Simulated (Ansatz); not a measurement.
Start from HgS (space group P3_221, No. 154; a = 4.1387 Å, c = 9.4079 Å; made of chains).

Now apply this change: a fraction x = 0.667 of the S sites is given to O, ordered in a cell of 12 atoms (starting symmetry P1) and fully relaxed.

Method: PBEsol, PAW, 420 eV (Ansatz, an electronic-structure program; no spin-orbit coupling).

The zone is the changed cell's own and can be folded.

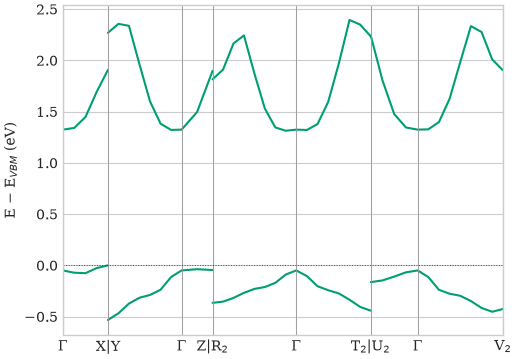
*Highest valence and lowest conduction band along the path of the changed cell's own zone*

Read the changed gap and its character from the plot.

About 1.31 eV, indirect, X → R₂–Γ (88 % along).

Each cell is one ordered arrangement of few atoms, which overstates ordering effects compared with a random alloy. With Hg present, leaving out spin-orbit coupling can change the band edges. Stability against distortions was not tested. No dispersion term is included in the PBEsol runs. Labels are those of the standard path for the cell's own space group.
